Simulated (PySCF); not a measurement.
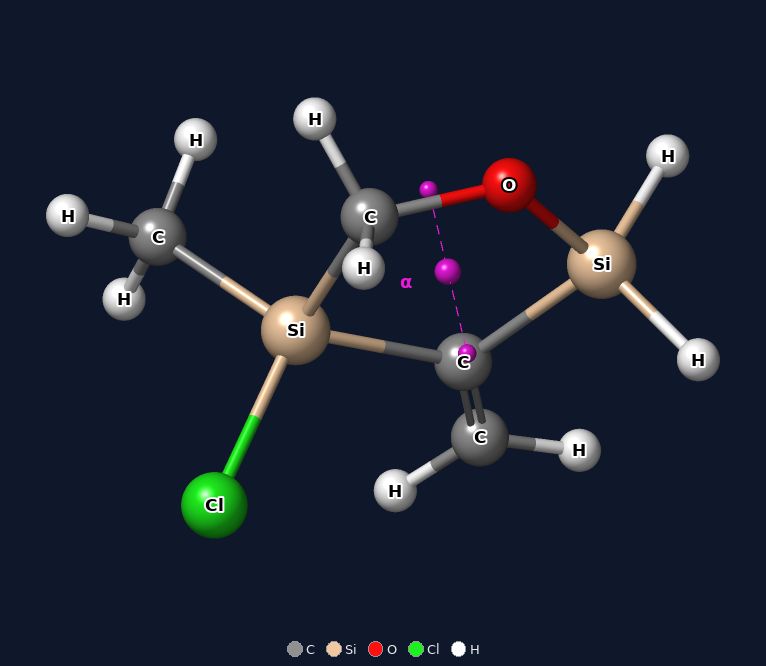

The small points mark where nucleus-independent chemical shifts (NICS) were computed: at the centre of each lettered ring and 1 Å above and below it. Computed geometry: GFN2-xTB optimisation. No frequency run is at hand to confirm it as a minimum. Method: GIAO PBE0/pcSseg-1 NMR shielding, non-relativistic, gas phase (PySCF 2.14.0).

Give NICS(0), NICS(1) and the out-of-plane component NICS(1)zz for each ring (means of the two sides).

```json
{"ring": "α", "members": "C2OSi2", "NICS(0)": "−1.9", "NICS(1)": "−1.8", "NICS(1)zz": "−0.7"}
```

Values in ppm.

**What do the values say about the ring currents?**

Ring α: weak, as in a non-aromatic ring. NICS is one index among several.

The geometry is semi-empirical. Around Si such bond lengths and angles can be off by a tenth of an ångström or more and by several degrees, and values that hang on the shape move with them.
